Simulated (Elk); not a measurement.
# Dielectric function and optical constants of TaN

Aim: the dielectric function of TaN, and the optical constants that follow from it.

Main program and level: Elk 11.2.3 (patched build); DFT, PBE, all-electron APW+lo, Dirac cores, scalar-relativistic bands, independent-particle optical response without local fields.

### 1. The structure

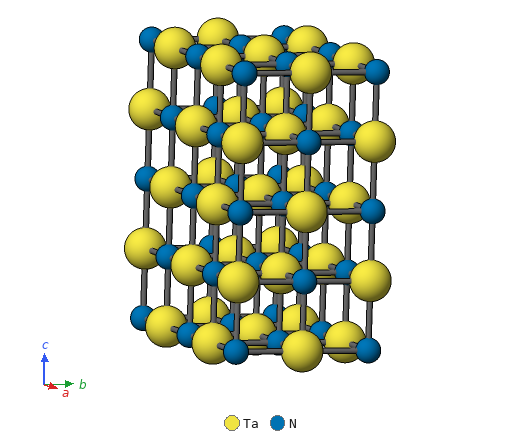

The starting structure, seen slightly off an axis (tantalum yellow, nitrogen blue). 2×1×2 cells are drawn. This picture shows the conventional cell, with its axes. Some periodic images of atoms are drawn too.

### 2. Ground state

The self-consistent density comes first; it also tells whether there is a gap, which decides the occupations and the need for a Drude term.

This step: DFT, PBE, all-electron APW+lo, Dirac cores, scalar-relativistic bands, ground state (Elk 11.2.3 (patched build)).

elk.in

```
tasks
  0
  120

xctype
  20

nempty
  10

lorbcnd
  .true.

rgkmax
  7.0

swidth
  0.0018375

maxscl
  100

epsengy
  1e-05

sppath
  './'

avec
  0.000000000000 4.117713225560 4.117713225560
  4.117713225560 0.000000000000 4.117713225560
  4.117713225560 4.117713225560 0.000000000000

atoms
  2
  'Ta.in'
  1
  0.500000000000 0.500000000000 0.500000000000   0.000 0.000 0.000
  'N.in'
  1
  0.000000000000 0.000000000000 0.000000000000   0.000 0.000 0.000

ngridk
  16 16 16
```

Started as:

```console
$ OMP_NUM_THREADS=4 elk
```

Numbers of over 12 decimals in the logs are rounded to 6 here.

Output:

```text
┌─────────────────────────┐
│ Elk code version 11.2.3 │
└─────────────────────────┘

All units are atomic (Hartree, Bohr, etc.)

┌─────────────────────────────────────────────────┐
│ Ground-state run starting from atomic densities │
└─────────────────────────────────────────────────┘

Lattice vectors :
   0.000000000       4.117713226       4.117713226
   4.117713226       0.000000000       4.117713226
   4.117713226       4.117713226       0.000000000

Reciprocal lattice vectors :
 -0.7629459560      0.7629459560      0.7629459560
  0.7629459560     -0.7629459560      0.7629459560
  0.7629459560      0.7629459560     -0.7629459560

Unit cell volume      :    139.6362855
Brillouin zone volume :    1.776402262

Muffin-tin inner radius fraction :   0.1000000000E-01

Nuclei treated as point charges

Species : 1 (Ta)
 parameters loaded from : Ta.in
 name : tantalum
 nuclear charge    :   -73.00000000
 electronic charge :    73.00000000
 atomic mass :    329847.8435
 muffin-tin radius :    2.475999355
 number of radial points in muffin-tin :   1393
 inner part over the whole radius :   0.9922886750E-02
 number on inner part of muffin-tin    :    996
 approximate nuclear radius :   0.1005189763E-03
 number of mesh points to nuclear radius :    523
 atomic positions (lattice), magnetic fields (Cartesian) :
  1 :   0.00000000  0.00000000  0.00000000    0.00000000  0.00000000  0.00000000

Species : 2 (N)
 parameters loaded from : N.in
 name : nitrogen
 nuclear charge    :   -7.000000000
 electronic charge :    7.000000000
 atomic mass :    25532.65216
 muffin-tin radius :    1.591713871
 number of radial points in muffin-tin :    593
 inner part over the whole radius :   0.9815181303E-02
 number on inner part of muffin-tin    :    405
 approximate nuclear radius :   0.4939692610E-04
 number of mesh points to nuclear radius :    171
 atomic positions (lattice), magnetic fields (Cartesian) :
  1 :   0.50000000  0.50000000  0.50000000    0.00000000  0.00000000  0.00000000

Total number of atoms per unit cell :    2
Total muffin-tin volume :    80.47497808
 ratio of muffin-tin to unit cell volume :   0.5763185249

Spin treatment :
 spin-unpolarised

Number of Bravais lattice symmetries :   48
Number of crystal symmetries         :   48
Crystal has inversion symmetry
Real symmetric eigensolver will be used

k-point grid :     16    16    16
k-point offset :    0.000000000       0.000000000       0.000000000
k-point set is reduced with full crystal symmetry group
Total number of k-points :      145

Muffin-tin radius times maximum |G+k| :    7.000000000
 using average radius
Maximum |G+k| for APW functions       :    3.441737218
Maximum (1/2)|G+k|²                   :    5.922777538
Maximum |G| for potential and density :    12.00000000
Constant for pseudocharge density :    7
 order of it for each species :   14  14
 order of it for pair densities of each species (exact exchange by exxq0 0: 14) :   14   4
Radial integration step length :    1

G-vector grid sizes :     24    24    24
Number of G-vectors :     4015

Maximum angular momentum used for
 APW functions            :    8
 outer part of muffin-tin :    6
 inner part of muffin-tin :    2

Total nuclear charge    :   -80.00000000
Total core charge       :    48.00000000
Total valence charge    :    32.00000000
Total excess charge     :    0.000000000
Total electronic charge :    80.00000000

Effective Wigner radius, rₛ :   0.7469185242

Number of empty states         :     20
Total number of valence states :     37
Total number of core states    :     48

Conduction state local-orbitals added automatically
Third-order local-orbitals added for an l without core states : F
Total number of local-orbitals :    130

Exchange-correlation functional :     20     0     0
 Perdew-Burke-Ernzerhof, Phys. Rev. Lett. 77, 3865 (1996)
 gradient requirement :    1
 generalised gradient approximation (GGA)

Smearing type :    3
 Fermi-Dirac
Smearing width :   0.1837500000E-02
Effective electronic temperature (K) :    580.2366081

Mixing type :    3
 Broyden mixing, J. Phys. A: Math. Gen. 17, L317 (1984)

Kohn-Sham potential initialised from atomic data

┌──────────────────────────────┐
│ Self-consistent loop started │
└──────────────────────────────┘

┌─────────────────┐
│ Loop number : 1 │
└─────────────────┘

Energies :
 Fermi                       :     0.423576
 sum of occupied eigenvalues :     -9583.1428458793
 electron kinetic            :      17591.636114434
 core electron kinetic       :      16997.501670244
 Coulomb                     :     -32948.520581214
 Coulomb potential           :     -26757.293091571
 nuclear-nuclear             :     -1564.6485399175
 electron-nuclear            :     -36044.107921683
 Hartree                     :      4660.2358803867
 Madelung                    :     -19569.874035429
 xc potential                :     -417.48586874227
 exchange                    :     -319.82782863708
 correlation                 :     -4.678322
 electron entropic           :    -0.20399291437512E-03
 total energy                :     -15681.390821140

Density of states at Fermi energy :    18.67857998
 (states/Hartree/unit cell)

Estimated indirect band gap :   0.1979855954E-02
 from k-point 48 to k-point 26
Estimated direct band gap   :   0.1514019475E-01
 at k-point 126

Charges :
 core                        :    48.00000000
 valence                     :    32.00000000
 interstitial                :    2.887863312
 muffin-tins (core leakage)
  species : 1 (Ta)
   atom 1                    :    70.44537439     (  0.2079730606E-05)
  species : 2 (N)
   atom 1                    :    6.666762302     (  0.1415939974E-05)
 total in muffin-tins        :    77.11213669
 total calculated charge     :    79.99918274
 total charge                :    80.00000000
 error                       :   0.8172581000E-03

┌─────────────────┐
│ Loop number : 2 │
└─────────────────┘

Energies :
 Fermi                       :     0.424998
 sum of occupied eigenvalues :     -9583.1981031255
 electron kinetic            :      17591.568473346
 core electron kinetic       :      16997.325517738
 Coulomb                     :     -32948.719606400
 Coulomb potential           :     -26757.020944188
 nuclear-nuclear             :     -1564.6485399175
 electron-nuclear            :     -36044.778259382
 Hartree                     :      4660.7071928998
 Madelung                    :     -19570.209134306
 xc potential                :     -417.74563228367
 exchange                    :     -319.83162319476
 correlation                 :     -4.678782
 electron entropic           :    -0.20776822171605E-03
 total energy                :     -15681.661745789

Density of states at Fermi energy :    19.10179020
 (states/Hartree/unit cell)

Estimated indirect band gap :   0.1655691747E-02
 from k-point 57 to k-point 26
Estimated direct band gap   :   0.1515815134E-01
 at k-point 126

Charges :
 core                        :    48.00000000
 valence                     :    32.00000000
 interstitial                :    2.891567244
 muffin-tins (core leakage)
  species : 1 (Ta)
   atom 1                    :    70.45881413     (  0.2074745176E-05)
  species : 2 (N)
   atom 1                    :    6.649618625     (  0.1418625677E-05)
 total in muffin-tins        :    77.10843276
 total calculated charge     :    79.99918920
 total charge                :    80.00000000
 error                       :   0.8107952558E-03

RMS change in Kohn-Sham potential (target) :    1.528927592     (  0.1000000000E-05)
Absolute change in total energy (target)   :   0.2709246486     (  0.1000000000E-04)

[... 14 loops left out ...]

┌──────────────────┐
│ Loop number : 17 │
└──────────────────┘

Energies :
 Fermi                       :     0.598053
 sum of occupied eigenvalues :     -9574.2004425626
 electron kinetic            :      17596.869032654
 core electron kinetic       :      16997.359549155
 Coulomb                     :     -32953.185314214
 Coulomb potential           :     -26746.519015347
 nuclear-nuclear             :     -1564.6485399175
 electron-nuclear            :     -36064.372768939
 Hartree                     :      4675.8359946417
 Madelung                    :     -19579.925806541
 xc potential                :     -424.55045987015
 exchange                    :     -319.92060511929
 correlation                 :     -4.694118
 electron entropic           :    -0.30348059143816E-03
 total energy                :     -15680.931308483

Density of states at Fermi energy :    28.74274030
 (states/Hartree/unit cell)

Estimated indirect band gap :   0.7847425412E-03
 from k-point 133 to k-point 126
Estimated direct band gap   :   0.6570155893E-02
 at k-point 47

Charges :
 core                        :    48.00000000
 valence                     :    32.00000000
 interstitial                :    2.960182172
 muffin-tins (core leakage)
  species : 1 (Ta)
   atom 1                    :    71.00451016     (  0.1932897490E-05)
  species : 2 (N)
   atom 1                    :    6.035307666     (  0.1464929086E-05)
 total in muffin-tins        :    77.03981783
 total calculated charge     :    79.99942845
 total charge                :    80.00000000
 error                       :   0.5715525034E-03

RMS change in Kohn-Sham potential (target) :   0.6890460276E-07 (  0.1000000000E-05)
Absolute change in total energy (target)   :   0.8183864338E-05 (  0.1000000000E-04)

Convergence targets achieved

┌──────────────────┐
│ Loop number : 18 │
└──────────────────┘

Energies :
 Fermi                       :     0.598053
 sum of occupied eigenvalues :     -9574.2004432851
 electron kinetic            :      17596.869031694
 core electron kinetic       :      16997.359548187
 Coulomb                     :     -32953.185314234
 Coulomb potential           :     -26746.519014757
 nuclear-nuclear             :     -1564.6485399175
 electron-nuclear            :     -36064.372769653
 Hartree                     :      4675.8359953364
 Madelung                    :     -19579.925806856
 xc potential                :     -424.55046022239
 exchange                    :     -319.92060513293
 correlation                 :     -4.694118
 electron entropic           :    -0.30348059506451E-03
 total energy                :     -15680.931309476

Density of states at Fermi energy :    28.74274055
 (states/Hartree/unit cell)

Estimated indirect band gap :   0.7847423118E-03
 from k-point 133 to k-point 126
Estimated direct band gap   :   0.6570157604E-02
 at k-point 47

Charges :
 core                        :    48.00000000
 valence                     :    32.00000000
 interstitial                :    2.960182142
 muffin-tins (core leakage)
  species : 1 (Ta)
   atom 1                    :    71.00451020     (  0.1932895884E-05)
  species : 2 (N)
   atom 1                    :    6.035307663     (  0.1464929045E-05)
 total in muffin-tins        :    77.03981786
 total calculated charge     :    79.99942845
 total charge                :    80.00000000
 error                       :   0.5715525104E-03

┌──────────────────────────────┐
│ Self-consistent loop stopped │
└──────────────────────────────┘

Wrote STATE.OUT
```

The job ended after 21 s (4 threads of Arm Neoverse V2, shared host; peak memory 0.11 GiB; 71 s of CPU time).

Numbers from this step:

| Property | Result |
| --- | --- |
| total energy | -15681 Ha |
| Fermi energy | 16.27 eV |
| DOS at the Fermi level | 1.056 states/eV/cell |

There are states at the Fermi level within the smearing, so the occupations stay smeared and the carriers get a Drude term.

### 3. Independent particles

With the density converged, the vertical transitions are summed over the zone.

This step: DFT, PBE, all-electron APW+lo, Dirac cores, scalar-relativistic bands, independent-particle optical response without local fields (Elk 11.2.3 (patched build)).

elk.in, as its differences from that of step 2:

```diff
@@ -1,4 +1,9 @@
 tasks
-  0
-  120
+  121
+
+optcomp
+  1 1
+
+intraband
+  .true.
 
@@ -17,9 +22,7 @@
 swidth
-  0.0018375
+  0.0055124
 
-maxscl
-  100
-
-epsengy
-  1e-05
+wplot
+  400 100 0
+  0.0 0.51449
```

Started as:

```console
$ OMP_NUM_THREADS=4 elk
```

Output:

```text
┌─────────────────────────────────┐
│ Elk code version 11.2.3 started │
└─────────────────────────────────┘

Info(readinput): the functional depends on the density's gradient
 muffin-tin radial points multiplied by    2.00000
 (not where nrmtscf is given)

┌────────────────────┐
│ Current task : 121 │
└────────────────────┘
Info(checkmt): changed muffin-tin radius of species 1 (Ta) from   2.8000 to   2.4760
Info(checkmt): changed muffin-tin radius of species 2 (N) from   1.8000 to   1.5917

Info(findsymcrys): atomic basis shift (lattice) :
  0.5000000000      0.5000000000      0.5000000000
See GEOMETRY.OUT for new atomic positions

Info(dielectric):
 dielectric tensor written to EPSILON_ij.OUT
 optical conductivity written to SIGMA_ij.OUT
 plasma frequency written to PLASMA_ij.OUT
 for components
  i = 1, j = 1

┌──────────────────┐
│ Elk code stopped │
└──────────────────┘
```

The job ended after 4.2 s (4 threads; peak memory 0.04 GiB; 17 s of CPU time).

Read-outs, printed or worked out from the files:

```
Drude plasma energy, first axis : 10.71 eV
```

Sum at mesh points, not converged in k. Im ε, E ∥ x against photon energy; read off at these points:

| photon energy (eV) | Im ε, E ∥ x |
| --- | --- |
| 1 | 36.2 |
| 2 | 8.37 |
| 3 | 2.89 |
| 4 | 2.68 |
| 5 | 4.93 |
| 6 | 6.14 |
| 7 | 7.17 |
| 8 | 7.06 |
| 9 | 6.75 |
| 10 | 6.95 |
| 11 | 5.92 |
| 12 | 5.91 |
| 13 | 2.84 |

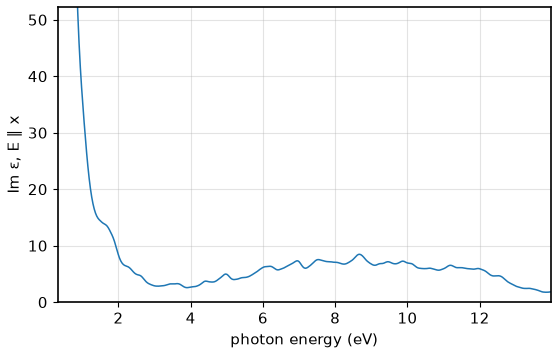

Im ε, E ∥ x, plotted against photon energy. Below 1 eV the curve runs off the scale.

Values under 1 per cm are given as 1; sum at mesh points, not converged in k. Table of absorption coefficient, E ∥ x by photon energy:

| photon energy (eV) | absorption coefficient, E ∥ x (1/cm) |
| --- | --- |
| 1.01 | 1.2e6 |
| 2.00 | 1.2e6 |
| 3.01 | 1.0e6 |
| 3.99 | 7.3e5 |
| 5.00 | 7.5e5 |
| 5.98 | 8.4e5 |
| 7.00 | 1.2e6 |
| 8.01 | 1.4e6 |
| 8.99 | 1.7e6 |
| 10.01 | 2.0e6 |
| 10.99 | 2.0e6 |
| 12.01 | 2.6e6 |
| 12.98 | 2.6e6 |

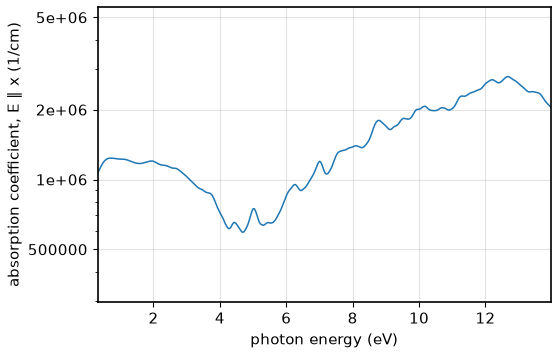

Absorption coefficient, E ∥ x against photon energy.

Sum at mesh points, not converged in k. Reflectivity at normal incidence, E ∥ x against photon energy; read off at these points:

| photon energy (eV) | reflectivity at normal incidence, E ∥ x (%) |
| --- | --- |
| 1 | 96.1 |
| 2 | 92.5 |
| 3 | 87.3 |
| 4 | 51.8 |
| 5 | 28.1 |
| 6 | 27.8 |
| 7 | 32.6 |
| 8 | 32.8 |
| 9 | 36.3 |
| 10 | 39.1 |
| 11 | 36.1 |
| 12 | 45.7 |
| 13 | 57.7 |

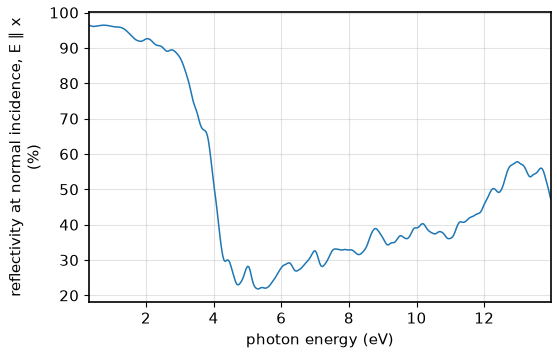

Reflectivity at normal incidence, E ∥ x against photon energy.

The loss function −Im 1/ε at q → 0, E ∥ x has structure finer than the step of the table below, so its rows give means over 1 eV, whole bins alone (the curve runs from 0.315 to 14.0 eV). Peaks (eV: height): 4.2: 0.299, 5.1: 0.237, 10.9: 0.173.

Sum at mesh points, not converged in k. The loss function −Im 1/ε at q → 0, E ∥ x by energy loss; means over each step:

| energy loss (eV) | loss function −Im 1/ε at q → 0, E ∥ x |
| --- | --- |
| 1 | 0.00179 |
| 2 | 0.00751 |
| 3 | 0.0290 |
| 4 | 0.188 |
| 5 | 0.226 |
| 6 | 0.147 |
| 7 | 0.133 |
| 8 | 0.134 |
| 9 | 0.137 |
| 10 | 0.148 |
| 11 | 0.160 |
| 12 | 0.146 |
| 13 | 0.157 |

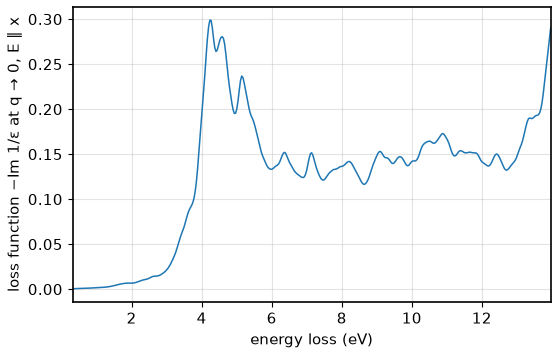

Loss function −Im 1/ε at q → 0, E ∥ x, plotted against energy loss.

At chosen wavelengths:

| wavelength (nm) | n | k | R (%) | 1/α |
| --- | --- | --- | --- | --- |
| 1550 | 2.18 | 15.221 | 96.4 | 8.1 nm |
| 1064 | 1.13 | 10.325 | 95.9 | 8.2 nm |
| 633 | 0.76 | 6.053 | 92.3 | 8.3 nm |
| 532 | 0.61 | 4.874 | 90.7 | 8.7 nm |
| 405 | 0.44 | 3.250 | 86.2 | 9.9 nm |
| 308 | 0.78 | 1.745 | 49.9 | 14 nm |
| 248 | 1.67 | 1.472 | 28.1 | 13 nm |

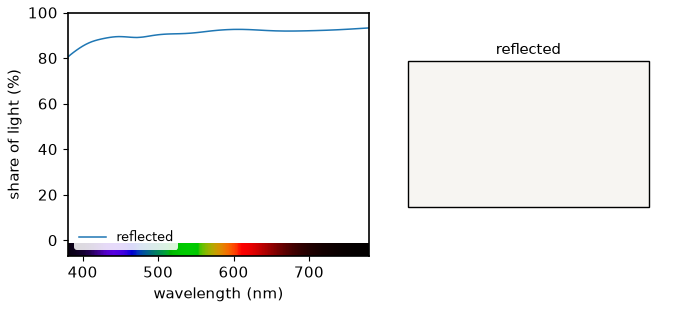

Light reflected across the visible range, with the colour that it makes of daylight (sRGB).

In reflection the computed colour is near white: x = 0.316, y = 0.332, luminous reflectivity 91 %.

### 4. Summary of results

* Drude plasma energy, first axis: 10.7 eV

At this level (PBE, independent particles) TaN is a metal with a Drude plasma energy of 10.7 eV. The mesh is too coarse to trust the carriers' weight, the reflectivity or the colour to better than tens of per cent. Along x the bare Drude plasma energy is 10.7 eV; Re ε first rises through zero at 4.57 eV, far lower, because interband transitions screen the carriers. Im ε is 3.6 there, so the loss peak at that energy is weak. In reflection the computed colour is near white: x = 0.316, y = 0.332, luminous reflectivity 91 %. The carriers' damping of 0.15 eV is typed, not computed; at 0.8 eV the carriers give 49 % of Im ε along the first axis; the rest comes from the sum over bands, which at low energy also holds close bands and the noise of the mesh. Spin-orbit coupling is left out although heavy atoms are present. The sum runs over mesh points 0.16 Å⁻¹ apart with no interpolation, so peaks are partly noise of the mesh, and the Drude plasma energy, a sum over the Fermi surface, isn't converged.

[Machine, clock and banner lines and Python warnings are left out of the logs.]

[Logs are printed without paths, hosts, clocks, repeated set-up lines and the standing remarks that a program may print on its own settings, such as how far it seeks lower states.]

[Hosts, paths, dates, database ids (printed as entryN), source tags and the programs' standing remarks are cut or masked in the printed files.]
